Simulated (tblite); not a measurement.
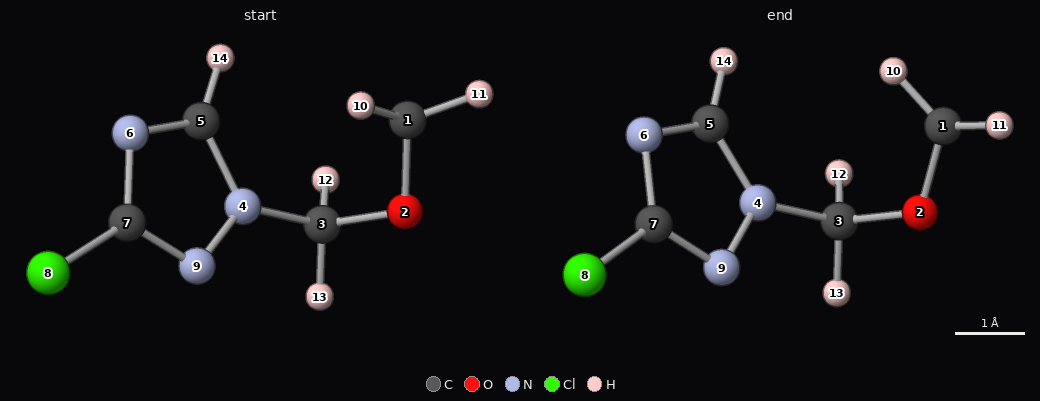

The structure of C4H5ClN3O (multiplicity 2) before (left) and after (right) a relaxation, at one scale.

The picture is a ball-and-stick view, seen at a tilt.

Method: tblite 0.8.0, GFN2-xTB geometry optimisation, gas phase. 

Question: Describe what moved and what it gained.

Answer: After 68 geometry steps the energy has fallen by 87.5 kJ/mol. The largest move after the best rigid fit is that of H10, 0.96 Å. Largest moves by element: H 0.96 Å, C 0.25 Å, Cl 0.24 Å, O 0.11 Å, N 0.10 Å. Some distances before and after: C7–Cl8 1.763 → 1.678 Å, C1–H11 1.115 → 1.070 Å, C5–N6 1.352 → 1.308 Å, C1–O2 1.397 → 1.365 Å. Bond angles that change, for instance: C1–O2–C3 107.7° → 117.2°, N6–C7–N9 106.0° → 114.1°, H10–C1–H11 114.2° → 121.8°. Groups turn about C1–O2 by about 45°.
